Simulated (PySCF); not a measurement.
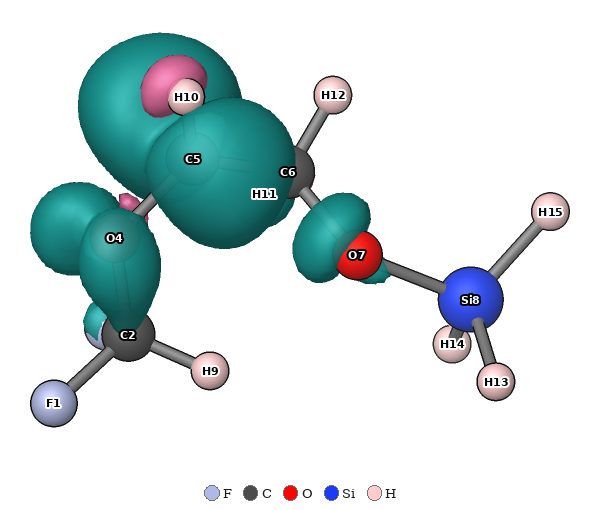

Figure. C₃H₇F₂O₂Si (SMILES FC(F)O[CH]CO[SiH3]) (doublet). Isosurfaces of the spin density (α minus β) at +0.015 (teal) and −0.015 e/Å³ (pink), seen at a tilt.

Geometry: GFN2-xTB.

All numbers below come from UKS B3LYP, pcH-1 on C F H O Si, non-relativistic, mean-field spin-orbit, GIAO in PySCF.

```yaml
atoms:
  - { symbol: F, position_ang: [3.0780, 1.3314, -0.2238] }
  - { symbol: C, position_ang: [1.8851, 0.7398, -0.3617] }
  - { symbol: F, position_ang: [1.4227, 1.1158, -1.5858] }
  - { symbol: O, position_ang: [2.0795, -0.5992, -0.2923] }
  - { symbol: C, position_ang: [0.9854, -1.4222, -0.1851] }
  - { symbol: C, position_ang: [-0.4029, -0.9291, -0.2089] }
  - { symbol: O, position_ang: [-0.6638, -0.1215, 0.9310] }
  - { symbol: Si, position_ang: [-2.0369, 0.6560, 1.3262] }
  - { symbol: H, position_ang: [1.1887, 1.1444, 0.3937] }
  - { symbol: H, position_ang: [1.2647, -2.4021, 0.1510] }
  - { symbol: H, position_ang: [-0.5964, -0.3233, -1.1056] }
  - { symbol: H, position_ang: [-1.0863, -1.7827, -0.2114] }
  - { symbol: H, position_ang: [-1.5926, 1.2594, 2.5710] }
  - { symbol: H, position_ang: [-2.3871, 1.6339, 0.2921] }
  - { symbol: H, position_ang: [-3.1426, -0.2926, 1.4660] }
```

Describe the spin distribution.

The unpaired spin (1 electron) lies mostly on C5 (about 0.6) and O4 (about 0.1), in electrons by Hirshfeld's partition.
